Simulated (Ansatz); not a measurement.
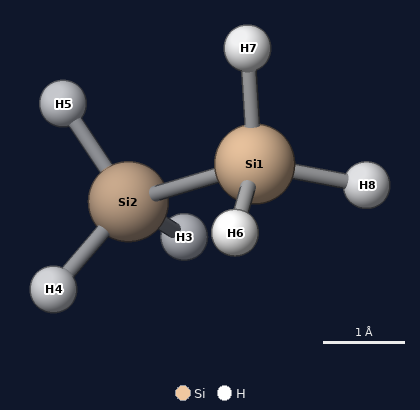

Fig. 1: The input geometry (ball-and-stick view, seen at a tilt; atoms are numbered from 1 in the order of the input). Bond lengths as drawn: H–Si 1.50 to 1.51 Å and Si–Si 2.36 Å.

**Molecular dynamics of Si2H6 (part 1 of 4)**

Si2H6, computed with RKS PBE/def2-SVP (Ansatz 0.2.0).

It belongs to a series of runs on one base structure; here: dynamics from the highest image of the converged band. Figures and captions count atoms from 1; the log counts them from 0 in places.

What the program printed
```
Engine: ansatz 0.2.0, x86_64-unknown-linux-gnu
Functional definition: PBE
  parameter kappa = 0.804
  parameter beta = 0.06672455060314922
  exchange = pbe_x(kappa = kappa, mu = beta*pi^2/3)
  correlation = pbe_c(beta = beta)
740 factors; their error is unknown
mean field evaluation 1: about -15837.9725 eV, gradient 1.4e1 eV
mean field evaluation 2: about -15838.7334 eV, gradient 5.5e0 eV
mean field evaluation 4: about -15838.8715 eV, gradient 1.6e-1 eV
mean field evaluation 8: about -15838.8028 eV, gradient 1.5e-2 eV
mean field -15838.80276721 eV, -582.0652657689 hartree, gradient 1.8e-5 eV, S^2 0.000000; 0 other end points of the search recorded, 0 dependent functions left out
the calculation of the forces begins
reference -15838.80280078 eV, -582.0652670026 hartree; 17, 17 occupied and 49, 49 virtual orbitals, 740 factors
md step     0: t =     0.00 fs  T =   100.0 K  F+E_penalty+E_count = -15838.80276721 eV  E_kin = 0.077556 eV  conserved = -15838.72521121 eV  (20 SCF iters)
these checks for a lower state are left out or cut short: starts, cluster_reference, orbital_swaps, neighbouring_geometries, increment
740 factors; their error is unknown
mean field evaluation 16: about -15838.8019 eV, gradient 1.2e-1 eV
mean field -15838.80191718 eV, -582.0652345307 hartree, gradient 8.0e-6 eV, S^2 0.000000; 0 other end points of the search recorded, 0 dependent functions left out
the calculation of the forces begins
reference -15838.80195077 eV, -582.0652357651 hartree; 17, 17 occupied and 49, 49 virtual orbitals, 740 factors
md step     1: t =     0.50 fs  T =    98.9 K  F+E_penalty+E_count = -15838.80191718 eV  E_kin = 0.076712 eV  conserved = -15838.72520564 eV  (25 SCF iters)
[... from here on the SCF iterations and repeated set-up lines of each step are left out, up to the last step ...]
md step     2: t =     1.00 fs  T =    95.7 K  F+E_penalty+E_count = -15838.79943194 eV  E_kin = 0.074244 eV  conserved = -15838.72518796 eV  (25 SCF iters)
md step     3: t =     1.50 fs  T =    90.8 K  F+E_penalty+E_count = -15838.79559719 eV  E_kin = 0.070437 eV  conserved = -15838.72516051 eV  (25 SCF iters)
md step     4: t =     2.00 fs  T =    84.7 K  F+E_penalty+E_count = -15838.79084741 eV  E_kin = 0.065719 eV  conserved = -15838.72512799 eV  (25 SCF iters)
md step     5: t =     2.50 fs  T =    78.1 K  F+E_penalty+E_count = -15838.78569706 eV  E_kin = 0.060602 eV  conserved = -15838.72509547 eV  (19 SCF iters)
md step     6: t =     3.00 fs  T =    71.7 K  F+E_penalty+E_count = -15838.78066069 eV  E_kin = 0.055593 eV  conserved = -15838.72506800 eV  (19 SCF iters)
md step     7: t =     3.50 fs  T =    65.9 K  F+E_penalty+E_count = -15838.77617354 eV  E_kin = 0.051124 eV  conserved = -15838.72504964 eV  (19 SCF iters)
md step     8: t =     4.00 fs  T =    61.2 K  F+E_penalty+E_count = -15838.77252700 eV  E_kin = 0.047484 eV  conserved = -15838.72504284 eV  (19 SCF iters)
md step     9: t =     4.50 fs  T =    57.7 K  F+E_penalty+E_count = -15838.76983039 eV  E_kin = 0.044783 eV  conserved = -15838.72504788 eV  (19 SCF iters)
md step    10: t =     5.00 fs  T =    55.4 K  F+E_penalty+E_count = -15838.76800589 eV  E_kin = 0.042943 eV  conserved = -15838.72506299 eV  (19 SCF iters)
md step    11: t =     5.50 fs  T =    53.8 K  F+E_penalty+E_count = -15838.76681651 eV  E_kin = 0.041732 eV  conserved = -15838.72508466 eV  (19 SCF iters)
md step    12: t =     6.00 fs  T =    52.6 K  F+E_penalty+E_count = -15838.76592075 eV  E_kin = 0.040812 eV  conserved = -15838.72510841 eV  (19 SCF iters)
md step    13: t =     6.50 fs  T =    51.3 K  F+E_penalty+E_count = -15838.76494368 eV  E_kin = 0.039814 eV  conserved = -15838.72513006 eV  (19 SCF iters)
md step    14: t =     7.00 fs  T =    49.5 K  F+E_penalty+E_count = -15838.76354851 eV  E_kin = 0.038404 eV  conserved = -15838.72514473 eV  (19 SCF iters)
md step    15: t =     7.50 fs  T =    46.9 K  F+E_penalty+E_count = -15838.76150395 eV  E_kin = 0.036353 eV  conserved = -15838.72515092 eV  (19 SCF iters)
md step    16: t =     8.00 fs  T =    43.3 K  F+E_penalty+E_count = -15838.75872326 eV  E_kin = 0.033578 eV  conserved = -15838.72514521 eV  (19 SCF iters)
md step    17: t =     8.50 fs  T =    38.9 K  F+E_penalty+E_count = -15838.75529135 eV  E_kin = 0.030161 eV  conserved = -15838.72512990 eV  (19 SCF iters)
md step    18: t =     9.00 fs  T =    34.0 K  F+E_penalty+E_count = -15838.75145062 eV  E_kin = 0.026344 eV  conserved = -15838.72510665 eV  (19 SCF iters)
md step    19: t =     9.50 fs  T =    29.0 K  F+E_penalty+E_count = -15838.74756990 eV  E_kin = 0.022491 eV  conserved = -15838.72507891 eV  (22 SCF iters)
md step    20: t =    10.00 fs  T =    24.5 K  F+E_penalty+E_count = -15838.74408919 eV  E_kin = 0.019038 eV  conserved = -15838.72505097 eV  (19 SCF iters)
md step    21: t =    10.50 fs  T =    21.2 K  F+E_penalty+E_count = -15838.74145137 eV  E_kin = 0.016424 eV  conserved = -15838.72502734 eV  (18 SCF iters)
md step    22: t =    11.00 fs  T =    19.4 K  F+E_penalty+E_count = -15838.74003063 eV  E_kin = 0.015019 eV  conserved = -15838.72501205 eV  (19 SCF iters)
md step    23: t =    11.50 fs  T =    19.4 K  F+E_penalty+E_count = -15838.74006868 eV  E_kin = 0.015061 eV  conserved = -15838.72500791 eV  (19 SCF iters)
md step    24: t =    12.00 fs  T =    21.4 K  F+E_penalty+E_count = -15838.74163001 eV  E_kin = 0.016614 eV  conserved = -15838.72501611 eV  (18 SCF iters)
md step    25: t =    12.50 fs  T =    25.2 K  F+E_penalty+E_count = -15838.74458395 eV  E_kin = 0.019548 eV  conserved = -15838.72503579 eV  (19 SCF iters)
md step    26: t =    13.00 fs  T =    30.4 K  F+E_penalty+E_count = -15838.74861819 eV  E_kin = 0.023554 eV  conserved = -15838.72506424 eV  (19 SCF iters)
md step    27: t =    13.50 fs  T =    36.3 K  F+E_penalty+E_count = -15838.75328152 eV  E_kin = 0.028184 eV  conserved = -15838.72509732 eV  (19 SCF iters)
md step    28: t =    14.00 fs  T =    42.4 K  F+E_penalty+E_count = -15838.75804882 eV  E_kin = 0.032919 eV  conserved = -15838.72512973 eV  (19 SCF iters)
md step    29: t =    14.50 fs  T =    48.0 K  F+E_penalty+E_count = -15838.76239988 eV  E_kin = 0.037242 eV  conserved = -15838.72515754 eV  (19 SCF iters)
md step    30: t =    15.00 fs  T =    52.5 K  F+E_penalty+E_count = -15838.76589278 eV  E_kin = 0.040716 eV  conserved = -15838.72517635 eV  (25 SCF iters)
md step    31: t =    15.50 fs  T =    55.5 K  F+E_penalty+E_count = -15838.76822722 eV  E_kin = 0.043045 eV  conserved = -15838.72518239 eV  (25 SCF iters)
md step    32: t =    16.00 fs  T =    56.9 K  F+E_penalty+E_count = -15838.76928933 eV  E_kin = 0.044111 eV  conserved = -15838.72517794 eV  (25 SCF iters)
md step    33: t =    16.50 fs  T =    56.7 K  F+E_penalty+E_count = -15838.76915333 eV  E_kin = 0.043991 eV  conserved = -15838.72516262 eV  (25 SCF iters)
md step    34: t =    17.00 fs  T =    55.4 K  F+E_penalty+E_count = -15838.76806666 eV  E_kin = 0.042928 eV  conserved = -15838.72513906 eV  (19 SCF iters)
md step    35: t =    17.50 fs  T =    53.2 K  F+E_penalty+E_count = -15838.76640100 eV  E_kin = 0.041289 eV  conserved = -15838.72511206 eV  (19 SCF iters)
md step    36: t =    18.00 fs  T =    50.9 K  F+E_penalty+E_count = -15838.76458191 eV  E_kin = 0.039495 eV  conserved = -15838.72508654 eV  (19 SCF iters)
md step    37: t =    18.50 fs  T =    48.9 K  F+E_penalty+E_count = -15838.76301162 eV  E_kin = 0.037944 eV  conserved = -15838.72506713 eV  (19 SCF iters)
md step    38: t =    19.00 fs  T =    47.6 K  F+E_penalty+E_count = -15838.76199620 eV  E_kin = 0.036939 eV  conserved = -15838.72505727 eV  (18 SCF iters)
md step    39: t =    19.50 fs  T =    47.2 K  F+E_penalty+E_count = -15838.76169105 eV  E_kin = 0.036632 eV  conserved = -15838.72505864 eV  (18 SCF iters)
md step    40: t =    20.00 fs  T =    47.7 K  F+E_penalty+E_count = -15838.76207478 eV  E_kin = 0.037004 eV  conserved = -15838.72507076 eV  (18 SCF iters)
md step    41: t =    20.50 fs  T =    48.8 K  F+E_penalty+E_count = -15838.76295631 eV  E_kin = 0.037865 eV  conserved = -15838.72509122 eV  (18 SCF iters)
md step    42: t =    21.00 fs  T =    50.2 K  F+E_penalty+E_count = -15838.76401300 eV  E_kin = 0.038897 eV  conserved = -15838.72511607 eV  (22 SCF iters)
md step    43: t =    21.50 fs  T =    51.2 K  F+E_penalty+E_count = -15838.76485230 eV  E_kin = 0.039712 eV  conserved = -15838.72514071 eV  (19 SCF iters)
md step    44: t =    22.00 fs  T =    51.5 K  F+E_penalty+E_count = -15838.76508481 eV  E_kin = 0.039924 eV  conserved = -15838.72516061 eV  (19 SCF iters)
md step    45: t =    22.50 fs  T =    50.6 K  F+E_penalty+E_count = -15838.76439626 eV  E_kin = 0.039224 eV  conserved = -15838.72517253 eV  (19 SCF iters)
md step    46: t =    23.00 fs  T =    48.3 K  F+E_penalty+E_count = -15838.76260420 eV  E_kin = 0.037431 eV  conserved = -15838.72517333 eV  (25 SCF iters)
md step    47: t =    23.50 fs  T =    44.5 K  F+E_penalty+E_count = -15838.75969735 eV  E_kin = 0.034534 eV  conserved = -15838.72516320 eV  (19 SCF iters)
md step    48: t =    24.00 fs  T =    39.6 K  F+E_penalty+E_count = -15838.75584249 eV  E_kin = 0.030700 eV  conserved = -15838.72514253 eV  (19 SCF iters)
md step    49: t =    24.50 fs  T =    33.9 K  F+E_penalty+E_count = -15838.75136930 eV  E_kin = 0.026255 eV  conserved = -15838.72511432 eV  (19 SCF iters)
md step    50: t =    25.00 fs  T =    27.9 K  F+E_penalty+E_count = -15838.74672621 eV  E_kin = 0.021644 eV  conserved = -15838.72508248 eV  (19 SCF iters)
md step    51: t =    25.50 fs  T =    22.4 K  F+E_penalty+E_count = -15838.74241898 eV  E_kin = 0.017367 eV  conserved = -15838.72505155 eV  (20 SCF iters)
md step    52: t =    26.00 fs  T =    17.9 K  F+E_penalty+E_count = -15838.73893848 eV  E_kin = 0.013912 eV  conserved = -15838.72502608 eV  (19 SCF iters)
md step    53: t =    26.50 fs  T =    15.1 K  F+E_penalty+E_count = -15838.73668861 eV  E_kin = 0.011679 eV  conserved = -15838.72500990 eV  (18 SCF iters)
md step    54: t =    27.00 fs  T =    14.1 K  F+E_penalty+E_count = -15838.73592575 eV  E_kin = 0.010920 eV  conserved = -15838.72500546 eV  (18 SCF iters)
md step    55: t =    27.50 fs  T =    15.1 K  F+E_penalty+E_count = -15838.73672013 eV  E_kin = 0.011707 eV  conserved = -15838.72501337 eV  (18 SCF iters)
md step    56: t =    28.00 fs  T =    17.9 K  F+E_penalty+E_count = -15838.73894587 eV  E_kin = 0.013914 eV  conserved = -15838.72503186 eV  (19 SCF iters)
md step    57: t =    28.50 fs  T =    22.2 K  F+E_penalty+E_count = -15838.74230439 eV  E_kin = 0.017246 eV  conserved = -15838.72505861 eV  (20 SCF iters)
md step    58: t =    29.00 fs  T =    27.4 K  F+E_penalty+E_count = -15838.74637158 eV  E_kin = 0.021283 eV  conserved = -15838.72508881 eV  (19 SCF iters)
md step    59: t =    29.50 fs  T =    32.9 K  F+E_penalty+E_count = -15838.75066847 eV  E_kin = 0.025551 eV  conserved = -15838.72511718 eV  (19 SCF iters)
md step    60: t =    30.00 fs  T =    38.2 K  F+E_penalty+E_count = -15838.75473911 eV  E_kin = 0.029600 eV  conserved = -15838.72513961 eV  (19 SCF iters)
md step    61: t =    30.50 fs  T =    42.6 K  F+E_penalty+E_count = -15838.75822189 eV  E_kin = 0.033069 eV  conserved = -15838.72515302 eV  (19 SCF iters)
md step    62: t =    31.00 fs  T =    46.1 K  F+E_penalty+E_count = -15838.76090389 eV  E_kin = 0.035749 eV  conserved = -15838.72515512 eV  (19 SCF iters)
md step    63: t =    31.50 fs  T =    48.5 K  F+E_penalty+E_count = -15838.76275201 eV  E_kin = 0.037606 eV  conserved = -15838.72514642 eV  (19 SCF iters)
md step    64: t =    32.00 fs  T =    50.0 K  F+E_penalty+E_count = -15838.76390945 eV  E_kin = 0.038781 eV  conserved = -15838.72512809 eV  (19 SCF iters)
md step    65: t =    32.50 fs  T =    51.0 K  F+E_penalty+E_count = -15838.76466598 eV  E_kin = 0.039562 eV  conserved = -15838.72510425 eV  (22 SCF iters)
md step    66: t =    33.00 fs  T =    52.0 K  F+E_penalty+E_count = -15838.76539789 eV  E_kin = 0.040318 eV  conserved = -15838.72507961 eV  (19 SCF iters)
md step    67: t =    33.50 fs  T =    53.4 K  F+E_penalty+E_count = -15838.76649392 eV  E_kin = 0.041435 eV  conserved = -15838.72505913 eV  (19 SCF iters)
md step    68: t =    34.00 fs  T =    55.7 K  F+E_penalty+E_count = -15838.76827712 eV  E_kin = 0.043230 eV  conserved = -15838.72504708 eV  (19 SCF iters)
md step    69: t =    34.50 fs  T =    59.2 K  F+E_penalty+E_count = -15838.77093772 eV  E_kin = 0.045891 eV  conserved = -15838.72504625 eV  (18 SCF iters)
md step    70: t =    35.00 fs  T =    63.7 K  F+E_penalty+E_count = -15838.77448950 eV  E_kin = 0.049432 eV  conserved = -15838.72505734 eV  (19 SCF iters)
md step    71: t =    35.50 fs  T =    69.2 K  F+E_penalty+E_count = -15838.77875833 eV  E_kin = 0.053679 eV  conserved = -15838.72507892 eV  (19 SCF iters)
md step    72: t =    36.00 fs  T =    75.2 K  F+E_penalty+E_count = -15838.78340464 eV  E_kin = 0.058297 eV  conserved = -15838.72510768 eV  (19 SCF iters)
md step    73: t =    36.50 fs  T =    81.0 K  F+E_penalty+E_count = -15838.78797537 eV  E_kin = 0.062836 eV  conserved = -15838.72513911 eV  (19 SCF iters)
md step    74: t =    37.00 fs  T =    86.1 K  F+E_penalty+E_count = -15838.79197526 eV  E_kin = 0.066807 eV  conserved = -15838.72516828 eV  (25 SCF iters)
md step    75: t =    37.50 fs  T =    89.9 K  F+E_penalty+E_count = -15838.79494449 eV  E_kin = 0.069754 eV  conserved = -15838.72519073 eV  (25 SCF iters)
md step    76: t =    38.00 fs  T =    92.0 K  F+E_penalty+E_count = -15838.79652967 eV  E_kin = 0.071327 eV  conserved = -15838.72520308 eV  (25 SCF iters)
md step    77: t =    38.50 fs  T =    92.0 K  F+E_penalty+E_count = -15838.79653857 eV  E_kin = 0.071334 eV  conserved = -15838.72520485 eV  (25 SCF iters)
md step    78: t =    39.00 fs  T =    90.0 K  F+E_penalty+E_count = -15838.79496343 eV  E_kin = 0.069771 eV  conserved = -15838.72519292 eV  (25 SCF iters)
md step    79: t =    39.50 fs  T =    86.2 K  F+E_penalty+E_count = -15838.79199171 eV  E_kin = 0.066821 eV  conserved = -15838.72517111 eV  (25 SCF iters)
md step    80: t =    40.00 fs  T =    81.0 K  F+E_penalty+E_count = -15838.78797177 eV  E_kin = 0.062830 eV  conserved = -15838.72514210 eV  (25 SCF iters)
md step    81: t =    40.50 fs  T =    75.1 K  F+E_penalty+E_count = -15838.78336635 eV  E_kin = 0.058256 eV  conserved = -15838.72511005 eV  (19 SCF iters)
md step    82: t =    41.00 fs  T =    69.1 K  F+E_penalty+E_count = -15838.77868578 eV  E_kin = 0.053606 eV  conserved = -15838.72507961 eV  (19 SCF iters)
md step    83: t =    41.50 fs  T =    63.6 K  F+E_penalty+E_count = -15838.77441417 eV  E_kin = 0.049359 eV  conserved = -15838.72505522 eV  (19 SCF iters)
md step    84: t =    42.00 fs  T =    59.2 K  F+E_penalty+E_count = -15838.77093907 eV  E_kin = 0.045899 eV  conserved = -15838.72504040 eV  (19 SCF iters)
md step    85: t =    42.50 fs  T =    56.0 K  F+E_penalty+E_count = -15838.76849577 eV  E_kin = 0.043459 eV  conserved = -15838.72503716 eV  (18 SCF iters)
md step    86: t =    43.00 fs  T =    54.3 K  F+E_penalty+E_count = -15838.76713586 eV  E_kin = 0.042090 eV  conserved = -15838.72504560 eV  (19 SCF iters)
md step    87: t =    43.50 fs  T =    53.7 K  F+E_penalty+E_count = -15838.76672583 eV  E_kin = 0.041662 eV  conserved = -15838.72506389 eV  (22 SCF iters)
md step    88: t =    44.00 fs  T =    54.0 K  F+E_penalty+E_count = -15838.76697654 eV  E_kin = 0.041888 eV  conserved = -15838.72508851 eV  (19 SCF iters)
md step    89: t =    44.50 fs  T =    54.6 K  F+E_penalty+E_count = -15838.76749898 eV  E_kin = 0.042384 eV  conserved = -15838.72511489 eV  (19 SCF iters)
md step    90: t =    45.00 fs  T =    55.1 K  F+E_penalty+E_count = -15838.76787609 eV  E_kin = 0.042738 eV  conserved = -15838.72513776 eV  (19 SCF iters)
md step    91: t =    45.50 fs  T =    54.9 K  F+E_penalty+E_count = -15838.76774081 eV  E_kin = 0.042588 eV  conserved = -15838.72515320 eV  (19 SCF iters)
md step    92: t =    46.00 fs  T =    53.7 K  F+E_penalty+E_count = -15838.76684318 eV  E_kin = 0.041685 eV  conserved = -15838.72515824 eV  (25 SCF iters)
md step    93: t =    46.50 fs  T =    51.5 K  F+E_penalty+E_count = -15838.76509933 eV  E_kin = 0.039947 eV  conserved = -15838.72515194 eV  (25 SCF iters)
md step    94: t =    47.00 fs  T =    48.3 K  F+E_penalty+E_count = -15838.76261088 eV  E_kin = 0.037476 eV  conserved = -15838.72513458 eV  (19 SCF iters)
md step    95: t =    47.50 fs  T =    44.5 K  F+E_penalty+E_count = -15838.75965502 eV  E_kin = 0.034546 eV  conserved = -15838.72510928 eV  (19 SCF iters)
md step    96: t =    48.00 fs  T =    40.7 K  F+E_penalty+E_count = -15838.75663985 eV  E_kin = 0.031560 eV  conserved = -15838.72507941 eV  (19 SCF iters)
md step    97: t =    48.50 fs  T =    37.4 K  F+E_penalty+E_count = -15838.75403978 eV  E_kin = 0.028989 eV  conserved = -15838.72505052 eV  (19 SCF iters)
md step    98: t =    49.00 fs  T =    35.2 K  F+E_penalty+E_count = -15838.75231261 eV  E_kin = 0.027285 eV  conserved = -15838.72502777 eV  (19 SCF iters)
md step    99: t =    49.50 fs  T =    34.6 K  F+E_penalty+E_count = -15838.75181873 eV  E_kin = 0.026803 eV  conserved = -15838.72501536 eV  (19 SCF iters)
md step   100: t =    50.00 fs  T =    35.8 K  F+E_penalty+E_count = -15838.75275444 eV  E_kin = 0.027739 eV  conserved = -15838.72501582 eV  (19 SCF iters)
md step   101: t =    50.50 fs  T =    38.8 K  F+E_penalty+E_count = -15838.75511253 eV  E_kin = 0.030083 eV  conserved = -15838.72502943 eV  (19 SCF iters)
md step   102: t =    51.00 fs  T =    43.4 K  F+E_penalty+E_count = -15838.75867740 eV  E_kin = 0.033623 eV  conserved = -15838.72505426 eV  (19 SCF iters)
md step   103: t =    51.50 fs  T =    49.0 K  F+E_penalty+E_count = -15838.76305551 eV  E_kin = 0.037969 eV  conserved = -15838.72508650 eV  (19 SCF iters)
md step   104: t =    52.00 fs  T =    54.9 K  F+E_penalty+E_count = -15838.76773522 eV  E_kin = 0.042614 eV  conserved = -15838.72512127 eV  (19 SCF iters)
md step   105: t =    52.50 fs  T =    60.6 K  F+E_penalty+E_count = -15838.77216423 eV  E_kin = 0.047011 eV  conserved = -15838.72515340 eV  (19 SCF iters)
md step   106: t =    53.00 fs  T =    65.3 K  F+E_penalty+E_count = -15838.77583142 eV  E_kin = 0.050653 eV  conserved = -15838.72517833 eV  (19 SCF iters)
md step   107: t =    53.50 fs  T =    68.5 K  F+E_penalty+E_count = -15838.77834036 eV  E_kin = 0.053147 eV  conserved = -15838.72519359 eV  (25 SCF iters)
md step   108: t =    54.00 fs  T =    70.0 K  F+E_penalty+E_count = -15838.77945874 eV  E_kin = 0.054263 eV  conserved = -15838.72519581 eV  (25 SCF iters)
md step   109: t =    54.50 fs  T =    69.6 K  F+E_penalty+E_count = -15838.77915053 eV  E_kin = 0.053964 eV  conserved = -15838.72518613 eV  (22 SCF iters)
md step   110: t =    55.00 fs  T =    67.6 K  F+E_penalty+E_count = -15838.77756967 eV  E_kin = 0.052403 eV  conserved = -15838.72516620 eV  (19 SCF iters)
md step   111: t =    55.50 fs  T =    64.3 K  F+E_penalty+E_count = -15838.77503154 eV  E_kin = 0.049892 eV  conserved = -15838.72513948 eV  (19 SCF iters)
md step   112: t =    56.00 fs  T =    60.4 K  F+E_penalty+E_count = -15838.77195959 eV  E_kin = 0.046849 eV  conserved = -15838.72511027 eV  (19 SCF iters)
md step   113: t =    56.50 fs  T =    56.4 K  F+E_penalty+E_count = -15838.76881678 eV  E_kin = 0.043734 eV  conserved = -15838.72508324 eV  (19 SCF iters)
```
